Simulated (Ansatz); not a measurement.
Nudged elastic band, with input and output: ZrPH4Cl3O

ZrPH4Cl3O, set up with RKS BLYP-D4/def2-SVP (Ansatz 0.2.0).

One setting was made poor on purpose. It belongs to a series of runs on one base structure; here: band between the two ends.

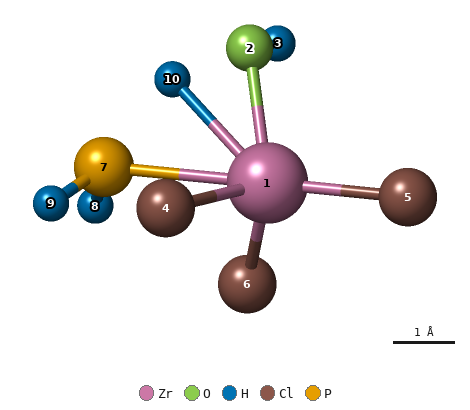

*The starting structure (ball-and-stick view, seen at a tilt; atoms are numbered from 1 in the order of the input). Sticks mark near contacts.*

What the run reported:

```csv
quantity,value
outcome,refused by the program
hardware,"4 threads of Intel Xeon @ 2.80GHz (Skylake/Cascade Lake), 24 GiB of memory available, shared host"
```

What went wrong:

The program refused the input: “invalid value for `neb.final_atoms`: is identical to crystal.atoms — the two endpoints must differ for a path to exist” A deliberately poor setting: ends not relaxed.

The input:
```yaml
crystal:
  periodic: [false, false, false]
  atoms:
    - { symbol: Zr, position_ang: [0.0, 0.0, 0.0] }
    - { symbol: O, position_ang: [0.0, 0.0, 2.42] }
    - { symbol: H, position_ang: [-0.9095, -0.2814, 2.7571] }
    - { symbol: Cl, position_ang: [2.3764, 0.0, -0.8392] }
    - { symbol: Cl, position_ang: [-1.1869, 2.0563, -0.8392] }
    - { symbol: Cl, position_ang: [-1.1869, -2.0563, -0.8392] }
    - { symbol: P, position_ang: [1.4979, -2.2747, 0.905] }
    - { symbol: H, position_ang: [0.7017, -3.4444, 0.7861] }
    - { symbol: H, position_ang: [2.6682, -2.4171, 0.1133] }
    - { symbol: H, position_ang: [0.7549, -1.1463, 2.1706] }
basis:
  gaussian: { orbitals: def2-SVP }
hamiltonian:
  xc: blyp
  dispersion: d4
neb:
  order_check: false
  images: 5
  f_tol: 0.05
  max_iterations: 60
  final_atoms:
    - { symbol: Zr, position_ang: [0.0, 0.0, 0.0] }
    - { symbol: O, position_ang: [0.0, 0.0, 2.42] }
    - { symbol: H, position_ang: [-0.9095, -0.2814, 2.7571] }
    - { symbol: Cl, position_ang: [2.3764, 0.0, -0.8392] }
    - { symbol: Cl, position_ang: [-1.1869, 2.0563, -0.8392] }
    - { symbol: Cl, position_ang: [-1.1869, -2.0563, -0.8392] }
    - { symbol: P, position_ang: [1.4979, -2.2747, 0.905] }
    - { symbol: H, position_ang: [0.7017, -3.4444, 0.7861] }
    - { symbol: H, position_ang: [2.6682, -2.4171, 0.1133] }
    - { symbol: H, position_ang: [0.7549, -1.1463, 2.1706] }
  initial_path:
    images:
      - { positions_ang: [[0.0, 0.0, 0.0], [0.0, 0.0, 2.42], [-0.9095, -0.2814, 2.7571], [2.3764, 0.0, -0.8392], [-1.1869, 2.0563, -0.8392], [-1.1869, -2.0563, -0.8392], [1.4979, -2.2747, 0.905], [0.7017, -3.4444, 0.7861], [2.6682, -2.4171, 0.1133], [0.7549, -1.1463, 2.1706]] }
      - { positions_ang: [[0.0, 0.0, 0.0], [0.0, 0.0, 2.42], [-0.9095, -0.2814, 2.7571], [2.3764, 0.0, -0.8392], [-1.1869, 2.0563, -0.8392], [-1.1869, -2.0563, -0.8392], [1.4979, -2.2747, 0.905], [0.7017, -3.4444, 0.7861], [2.6682, -2.4171, 0.1133], [0.7549, -1.1463, 2.1706]] }
      - { positions_ang: [[0.0, 0.0, 0.0], [0.0, 0.0, 2.42], [-0.9095, -0.2814, 2.7571], [2.3764, 0.0, -0.8392], [-1.1869, 2.0563, -0.8392], [-1.1869, -2.0563, -0.8392], [1.4979, -2.2747, 0.905], [0.7017, -3.4444, 0.7861], [2.6682, -2.4171, 0.1133], [0.7549, -1.1463, 2.1706]] }
      - { positions_ang: [[0.0, 0.0, 0.0], [0.0, 0.0, 2.42], [-0.9095, -0.2814, 2.7571], [2.3764, 0.0, -0.8392], [-1.1869, 2.0563, -0.8392], [-1.1869, -2.0563, -0.8392], [1.4979, -2.2747, 0.905], [0.7017, -3.4444, 0.7861], [2.6682, -2.4171, 0.1133], [0.7549, -1.1463, 2.1706]] }
      - { positions_ang: [[0.0, 0.0, 0.0], [0.0, 0.0, 2.42], [-0.9095, -0.2814, 2.7571], [2.3764, 0.0, -0.8392], [-1.1869, 2.0563, -0.8392], [-1.1869, -2.0563, -0.8392], [1.4979, -2.2747, 0.905], [0.7017, -3.4444, 0.7861], [2.6682, -2.4171, 0.1133], [0.7549, -1.1463, 2.1706]] }
      - { positions_ang: [[0.0, 0.0, 0.0], [0.0, 0.0, 2.42], [-0.9095, -0.2814, 2.7571], [2.3764, 0.0, -0.8392], [-1.1869, 2.0563, -0.8392], [-1.1869, -2.0563, -0.8392], [1.4979, -2.2747, 0.905], [0.7017, -3.4444, 0.7861], [2.6682, -2.4171, 0.1133], [0.7549, -1.1463, 2.1706]] }
      - { positions_ang: [[0.0, 0.0, 0.0], [0.0, 0.0, 2.42], [-0.9095, -0.2814, 2.7571], [2.3764, 0.0, -0.8392], [-1.1869, 2.0563, -0.8392], [-1.1869, -2.0563, -0.8392], [1.4979, -2.2747, 0.905], [0.7017, -3.4444, 0.7861], [2.6682, -2.4171, 0.1133], [0.7549, -1.1463, 2.1706]] }
```

Launch command:
```bash
ansatz run input.yaml --threads 4 --pin off --max-ram 5120MiB --backend cpu --events-out ev --progress --plain --runs-dir out
```

The program's output:
```
Error: invalid value for `neb.final_atoms`: is identical to crystal.atoms — the two endpoints must differ for a path to exist
```
